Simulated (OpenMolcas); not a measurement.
SiNa⁺: relativistic diatomic calculation (part 2 of 2)

The same run, continued: SiNa⁺. Method: SA-CASSCF(4,8)/XMS-CASPT2 + RASSI spin-orbit (X2C scalar, AMFI), ANO-RCC-VTZP (OpenMolcas).

## Log (extracts), continued
```
++ Dipole transition strengths (spin-free states):
     for osc. strength at least  1.00000000E-05
      From   To        Osc. strength     Einstein coefficients Ax, Ay, Az (sec-1)    Total A (sec-1)
         1    8       2.78650413E-04  3.62855034E-02  3.22723933E+03  0.00000000E+00  3.22727562E+03
         1    9       2.78672777E-04  3.22751251E+03  3.62904637E-02  0.00000000E+00  3.22754880E+03
         1    4       2.28514705E-03  0.00000000E+00  0.00000000E+00  3.76432702E+05  3.76432702E+05
         1    5       3.42455104E-01  0.00000000E+00  0.00000000E+00  2.90152772E+08  2.90152772E+08
         1   10       6.01458161E-03  1.18763785E+02  5.28625868E+06  0.00000000E+00  5.28637744E+06
         1   11       6.01454484E-03  5.28622772E+06  1.18763384E+02  0.00000000E+00  5.28634648E+06
         1    7       8.25532314E-05  0.00000000E+00  0.00000000E+00  1.46324362E+05  1.46324362E+05
         1   12       1.77738863E-02  9.54507395E+02  3.72330450E+07  0.00000000E+00  3.72339995E+07
         1   13       1.77738205E-02  3.72329148E+07  9.54504846E+02  0.00000000E+00  3.72338693E+07
         8    2       1.67959525E-04  6.21109015E-02  2.57238920E+03  0.00000000E+00  2.57245131E+03
         8    3       1.71674474E-04  2.74695859E+03  6.63270407E-02  0.00000000E+00  2.74702492E+03
         8    4       9.86149959E-04  9.70444434E-01  8.77205936E+04  0.00000000E+00  8.77215640E+04
         8    5       1.82043650E-02  1.34967811E+02  1.20281008E+07  0.00000000E+00  1.20282358E+07
         8   10       1.46837958E-01  0.00000000E+00  0.00000000E+00  1.01130393E+08  1.01130393E+08
         8    6       6.10474394E-03  8.40673635E+06  9.96909245E+01  0.00000000E+00  8.40683604E+06
         8    7       7.41869720E-02  1.25140912E+03  1.11094541E+08  0.00000000E+00  1.11095793E+08
         8   12       3.22881337E-04  0.00000000E+00  0.00000000E+00  5.79547794E+05  5.79547794E+05
         9    2       1.67954300E-04  2.57229935E+03  6.21110327E-02  0.00000000E+00  2.57236147E+03
         9    3       1.71673952E-04  6.63268016E-02  2.74693996E+03  0.00000000E+00  2.74700629E+03
         9    4       9.86163919E-04  8.77216963E+04  9.70468120E-01  0.00000000E+00  8.77226668E+04
         9    5       1.82044925E-02  1.20281781E+07  1.34969385E+02  0.00000000E+00  1.20283131E+07
         9   11       1.46837514E-01  0.00000000E+00  0.00000000E+00  1.01130059E+08  1.01130059E+08
         9    6       6.10511913E-03  9.96996057E+01  8.40724964E+06  0.00000000E+00  8.40734934E+06
         9    7       7.41891420E-02  1.11097748E+08  1.25146810E+03  0.00000000E+00  1.11099000E+08
         9   13       3.22944860E-04  0.00000000E+00  0.00000000E+00  5.79661736E+05  5.79661736E+05
         2   10       1.96435091E-02  1.20218114E+02  9.79465027E+06  0.00000000E+00  9.79477049E+06
         2   11       1.96436089E-02  9.79470338E+06  1.20221798E+02  0.00000000E+00  9.79482360E+06
         2   12       9.08775456E-02  1.35819261E+03  1.34373214E+08  0.00000000E+00  1.34374572E+08
         2   13       9.08795519E-02  1.34376213E+08  1.35825835E+03  0.00000000E+00  1.34377571E+08
         3   10       1.95673691E-02  9.68114095E+06  1.18826634E+02  0.00000000E+00  9.68125977E+06
         3   11       1.95673566E-02  1.18826162E+02  9.68113806E+06  0.00000000E+00  9.68125688E+06
         3   12       9.06747792E-02  1.33470072E+08  1.34909395E+03  0.00000000E+00  1.33471421E+08
         3   13       9.06729052E-02  1.34904168E+03  1.33467346E+08  0.00000000E+00  1.33468695E+08
         4    5       3.72771795E-02  0.00000000E+00  0.00000000E+00  9.87165506E+06  9.87165506E+06
         4   10       9.05597782E-03  5.71883951E+01  2.55954710E+06  0.00000000E+00  2.55960429E+06
         4   11       9.05608083E-03  2.55957737E+06  5.71890134E+01  0.00000000E+00  2.55963456E+06
         4    7       7.63795556E-03  0.00000000E+00  0.00000000E+00  6.54197302E+06  6.54197302E+06
         4   12       7.23621984E-02  2.00841675E+03  7.84904658E+07  0.00000000E+00  7.84924742E+07
         4   13       7.23643877E-02  7.84928628E+07  2.00846230E+03  0.00000000E+00  7.84948713E+07
         5   10       6.83635722E-05  4.44113352E-04  1.98426587E+01  0.00000000E+00  1.98431028E+01
         5   11       6.83715081E-05  1.98452418E+01  4.44167698E-04  0.00000000E+00  1.98456860E+01
         5    7       2.93259039E-01  0.00000000E+00  0.00000000E+00  4.95070059E+07  4.95070059E+07
         5   12       1.62009057E-04  1.14844082E+00  4.49751790E+04  0.00000000E+00  4.49763274E+04
         5   13       1.62001875E-04  4.49732103E+04  1.14840387E+00  0.00000000E+00  4.49743587E+04
        10    6       1.24987129E-02  1.47563192E+06  3.28444784E+01  0.00000000E+00  1.47566477E+06
        10    7       8.83128095E-04  2.93165548E+00  1.36976272E+05  0.00000000E+00  1.36979203E+05
        10   12       3.75593544E-01  0.00000000E+00  0.00000000E+00  9.76366944E+07  9.76366944E+07
        11    6       1.24965441E-02  3.28395850E+01  1.47537483E+06  0.00000000E+00  1.47540767E+06
        11    7       8.83189370E-04  1.36985692E+05  2.93186394E+00  0.00000000E+00  1.36988624E+05
        11   13       3.75593474E-01  0.00000000E+00  0.00000000E+00  9.76366866E+07  9.76366866E+07
         6   12       2.37071611E-03  6.55223540E+04  1.66828233E+00  0.00000000E+00  6.55240223E+04
         6   13       2.37065819E-03  1.66829939E+00  6.55208695E+04  0.00000000E+00  6.55225378E+04
 Electric-quadrupole - electric-quadrupole not included
 Electric-dipole - electric-octupole not included
 Electric-dipole - magnetic-quadrupole not included
   Eigenvalues of complex Hamiltonian:
  (Shifted by EMIN (a.u.) =       -451.6242808798)
 SO State       Relative EMIN(au)   Rel lowest level(eV)    D:o, cm**(-1)      Omega
     1             0.0000000000        0.0000000000              0.0000         0.0
     2             0.0189859679        0.5166345047           4166.9383         1.0
     3             0.0189860096        0.5166356391           4166.9474         1.0
     4             0.0408190888        1.1107439928           8958.7545         2.0
     5             0.0413023092        1.1238930873           9064.8091         2.0
     6             0.0716029895        1.9484166028          15715.0397         0.0
     7             0.1387508967        3.7756042416          30452.3019         2.0
     8             0.1387508967        3.7756042416          30452.3019         1.0
     9             0.1387508967        3.7756042416          30452.3019         0.0
    10             0.1387508967        3.7756042416          30452.3019         1.0
    11             0.1387508967        3.7756042416          30452.3019         2.0
    12             0.1623888097        4.4188246237          35640.2242         0.0
    13             0.1653944498        4.5006122572          36299.8859         1.0
    14             0.1653944710        4.5006128336          36299.8906         1.0
    15             0.2260130310        6.1501278822          49604.1267         0.0
    16             0.2348744844        6.3912603147          51548.9909         0.0
    17             0.2553425579        6.9482249677          56041.2138         1.0
    18             0.2553425839        6.9482256755          56041.2195         1.0
 Weights of the five most important spin-orbit-free states for each spin-orbit state.
 SO State  Total energy (au)           Spin-free states, spin, and weights
    1         0.000000       1 0.0  1.0000   14 2.0  0.0000   13 0.0  0.0000   12 0.0  0.0000   11 0.0  0.0000
    2         0.018986       8 0.0  1.0000   14 2.0  0.0000   13 0.0  0.0000   12 0.0  0.0000   11 0.0  0.0000
    3         0.018986       9 0.0  1.0000   14 2.0  0.0000   13 0.0  0.0000   12 0.0  0.0000   11 0.0  0.0000
    4         0.040819       2 0.0  1.0000   14 2.0  0.0000   13 0.0  0.0000   12 0.0  0.0000   11 0.0  0.0000
    5         0.041302       3 0.0  1.0000   14 2.0  0.0000   13 0.0  0.0000   12 0.0  0.0000   11 0.0  0.0000
    6         0.071603       4 0.0  1.0000   14 2.0  0.0000   13 0.0  0.0000   12 0.0  0.0000   11 0.0  0.0000
    7         0.138751      14 2.0  1.0000   13 0.0  0.0000   12 0.0  0.0000   11 0.0  0.0000   10 0.0  0.0000
    8         0.138751      14 2.0  1.0000   13 0.0  0.0000   12 0.0  0.0000   11 0.0  0.0000   10 0.0  0.0000
    9         0.138751      14 2.0  1.0000   13 0.0  0.0000   12 0.0  0.0000   11 0.0  0.0000   10 0.0  0.0000
   10         0.138751      14 2.0  1.0000   13 0.0  0.0000   12 0.0  0.0000   11 0.0  0.0000   10 0.0  0.0000
   11         0.138751      14 2.0  1.0000   13 0.0  0.0000   12 0.0  0.0000   11 0.0  0.0000   10 0.0  0.0000
   12         0.162389       5 0.0  1.0000   14 2.0  0.0000   13 0.0  0.0000   12 0.0  0.0000   11 0.0  0.0000
   13         0.165394      10 0.0  1.0000   14 2.0  0.0000   13 0.0  0.0000   12 0.0  0.0000   11 0.0  0.0000
   14         0.165394      11 0.0  1.0000   14 2.0  0.0000   13 0.0  0.0000   12 0.0  0.0000   10 0.0  0.0000
   15         0.226013       6 0.0  1.0000   14 2.0  0.0000   13 0.0  0.0000   12 0.0  0.0000   11 0.0  0.0000
   16         0.234874       7 0.0  1.0000   14 2.0  0.0000   13 0.0  0.0000   12 0.0  0.0000   11 0.0  0.0000
   17         0.255343      12 0.0  1.0000   14 2.0  0.0000   13 0.0  0.0000   11 0.0  0.0000   10 0.0  0.0000
   18         0.255343      13 0.0  1.0000   14 2.0  0.0000   12 0.0  0.0000   11 0.0  0.0000   10 0.0  0.0000
++ Dipole transition strengths (SO states):
        for osc. strength at least   1.00000000E-05
      From   To        Osc. strength     Einstein coefficients Ax, Ay, Az (sec-1)    Total A (sec-1)
         1    2       2.78650413E-04  3.62855034E-02  3.22723933E+03  0.00000000E+00  3.22727562E+03
         1    3       2.78672777E-04  3.22751251E+03  3.62904637E-02  0.00000000E+00  3.22754880E+03
         1    6       2.28514705E-03  0.00000000E+00  0.00000000E+00  3.76432702E+05  3.76432702E+05
         1   12       3.42455104E-01  0.00000000E+00  0.00000000E+00  2.90152772E+08  2.90152772E+08
         1   13       6.01458161E-03  1.18763785E+02  5.28625868E+06  0.00000000E+00  5.28637744E+06
         1   14       6.01454484E-03  5.28622772E+06  1.18763384E+02  0.00000000E+00  5.28634648E+06
         1   16       8.25532314E-05  0.00000000E+00  0.00000000E+00  1.46324362E+05  1.46324362E+05
         1   17       1.77738863E-02  9.54507395E+02  3.72330450E+07  0.00000000E+00  3.72339995E+07
         1   18       1.77738205E-02  3.72329148E+07  9.54504846E+02  0.00000000E+00  3.72338693E+07
         2    4       1.67959525E-04  6.21109015E-02  2.57238920E+03  0.00000000E+00  2.57245131E+03
         2    5       1.71674474E-04  2.74695859E+03  6.63270407E-02  0.00000000E+00  2.74702492E+03
         2    6       9.86149959E-04  9.70444434E-01  8.77205936E+04  0.00000000E+00  8.77215640E+04
         2   12       1.82043650E-02  1.34967811E+02  1.20281008E+07  0.00000000E+00  1.20282358E+07
         2   13       1.46837958E-01  0.00000000E+00  0.00000000E+00  1.01130393E+08  1.01130393E+08
         2   15       6.10474394E-03  8.40673635E+06  9.96909245E+01  0.00000000E+00  8.40683604E+06
         2   16       7.41869720E-02  1.25140912E+03  1.11094541E+08  0.00000000E+00  1.11095793E+08
         2   17       3.22881337E-04  0.00000000E+00  0.00000000E+00  5.79547794E+05  5.79547794E+05
         3    4       1.67954300E-04  2.57229935E+03  6.21110327E-02  0.00000000E+00  2.57236147E+03
         3    5       1.71673952E-04  6.63268016E-02  2.74693996E+03  0.00000000E+00  2.74700629E+03
         3    6       9.86163919E-04  8.77216963E+04  9.70468120E-01  0.00000000E+00  8.77226668E+04
         3   12       1.82044925E-02  1.20281781E+07  1.34969385E+02  0.00000000E+00  1.20283131E+07
         3   14       1.46837514E-01  0.00000000E+00  0.00000000E+00  1.01130059E+08  1.01130059E+08
         3   15       6.10511913E-03  9.96996057E+01  8.40724964E+06  0.00000000E+00  8.40734934E+06
         3   16       7.41891420E-02  1.11097748E+08  1.25146810E+03  0.00000000E+00  1.11099000E+08
         3   18       3.22944860E-04  0.00000000E+00  0.00000000E+00  5.79661736E+05  5.79661736E+05
         4   13       1.96435091E-02  1.20218114E+02  9.79465027E+06  0.00000000E+00  9.79477049E+06
         4   14       1.96436089E-02  9.79470338E+06  1.20221798E+02  0.00000000E+00  9.79482360E+06
         4   17       9.08775456E-02  1.35819261E+03  1.34373214E+08  0.00000000E+00  1.34374572E+08
         4   18       9.08795519E-02  1.34376213E+08  1.35825835E+03  0.00000000E+00  1.34377571E+08
         5   13       1.95673691E-02  9.68114095E+06  1.18826634E+02  0.00000000E+00
```

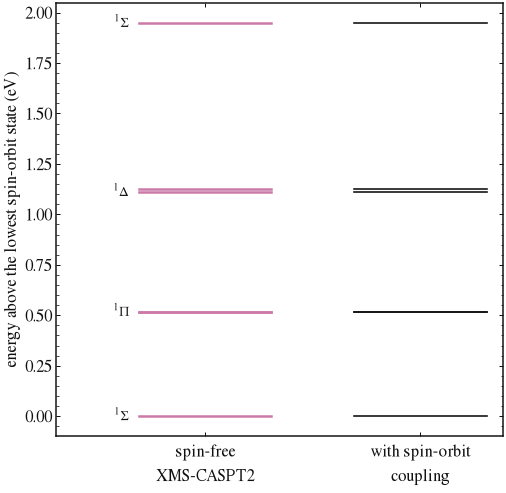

**Figure 1.** States up to 3.5 eV at 3.166 Å, without spin-orbit coupling (left, a colour for each spin multiplicity) and with it (right, where close levels merge). The spin-free states run ¹Σ (0.00 eV), ¹Π (0.52 eV), ¹Δ (1.11 eV), ¹Σ (1.95 eV) from the lowest. The lowest spin-orbit levels have |Ω| = 0 (0 cm⁻¹), 1 (4,167 cm⁻¹), 2 (8,959 cm⁻¹), 2 (9,065 cm⁻¹), 0 (15,715 cm⁻¹).

## Summary

- outcome: converged; components of a degenerate state are split by 106 cm⁻¹
- lowest spin-free state: ¹Σ
- lowest spin-orbit level: Ω = 0, −451.62428 hartree
- next level: Ω = 1, 4,167 cm⁻¹
- wall time: 28 s

## Remarks

Caveats: the two components of ¹Δ at 1.12 eV, degenerate in CASSCF as they must be, are split by 106 cm⁻¹ in XMS-CASPT2, an artefact that passes into its spin-orbit levels.
